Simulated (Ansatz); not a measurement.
**Ligand exchange: SnH2(CH3)Cl + CH2BrF → SnH2(CH3)F + CH2BrCl**

Gas-phase species: SnH2(CH3)Cl, singlet; CH2BrF (bromofluoromethane) `FCBr`, singlet; SnH2(CH3)F, singlet; CH2BrCl (bromochloromethane) `ClCBr`, singlet. The partners trade Cl for F: Sn–Cl and C–F bonds give way to Sn–F and C–Cl.

Shapes, held fixed at every level: PBE0-D4/def2-TZVP. Programs: Ansatz 0.2.0. The zero-point and thermal change to 298 K, harmonic and unscaled (PBE0-D4/def2-TZVP), is -2.7 kJ/mol.

```
              level                    kind  ΔH(298 K) (kJ/mol)  less CCSD(T)/def2-TZVPP
      HF/def2-TZVPP            Hartree–Fock               +39.4                    +16.4
B3LYP-D4/def2-TZVPP           global hybrid               +24.2                     +1.2
 PBE0-D4/def2-TZVPP           global hybrid               +27.4                     +4.4
 wB97M-V/def2-TZVPP  range-separated hybrid               +24.4                     +1.4
       MP2/def2-SVP     perturbation theory               +26.7                     +3.7
   CCSD(T)/def2-SVP   coupled cluster or CI               +33.3                    +10.3
      CCSD/def2-SVP   coupled cluster or CI               +34.5                    +11.5
 CCSD(T)/def2-TZVPP   coupled cluster or CI               +23.0                      0.0
```

The highest level, CCSD(T)/def2-TZVPP, gives ΔH(298 K) = +23.0 kJ/mol; the levels span +23.0 to +39.4. The column of differences is taken from that level and isn't an error. No measured value is set beside it here. For atoms past krypton def2 sets carry core potentials with scalar relativity. Relativity is left out for Br. Outer-core shells of Br, Sn are correlated, in sets that cover them unevenly.

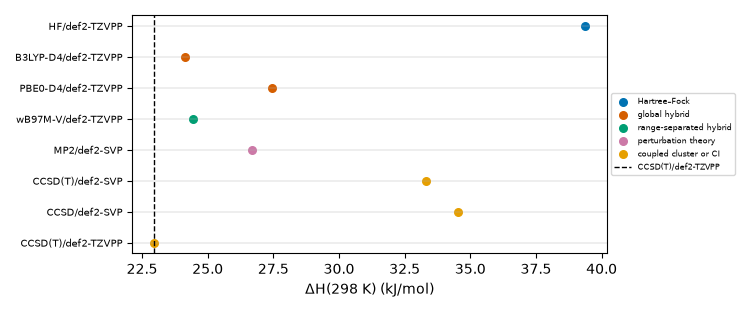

The values of the table, level by level.
